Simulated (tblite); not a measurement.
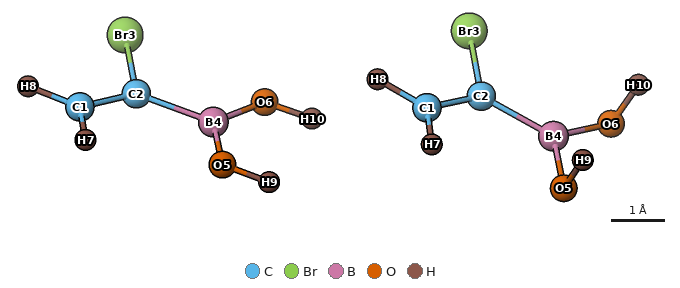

Two geometries of C₂H₄BBrO₂, drawn at one scale. One is the start of a relaxation, the other its converged end. The picture is a ball-and-stick view, seen from a free direction.

Method: GFN2-xTB geometry optimisation, gas phase (tblite 0.8.0). 

> Which of the two is the end point?

The left one is the relaxed one. The largest move after the best rigid fit is that of H9, 0.78 Å. Largest moves by element: H 0.78 Å, O 0.50 Å, B 0.31 Å, C 0.14 Å, Br 0.12 Å. Near-neighbour distances that change, for instance: B4–O6 1.463 → 1.346 Å, B4–O5 1.468 → 1.354 Å, O5–H9 0.995 → 0.958 Å, O6–H10 0.984 → 0.957 Å. Bond angles that change, for instance: B4–O6–H10 104.6° → 119.4°, B4–O5–H9 104.1° → 117.6°, O5–B4–O6 118.9° → 125.3°. Groups turn about B4–O5 by about 90°, B4–O6 by about 90°. Over 44 geometry steps the energy falls by 33.0 kcal/mol. The run took 0.21 s on 1 thread of Arm Neoverse V1, on a shared host.
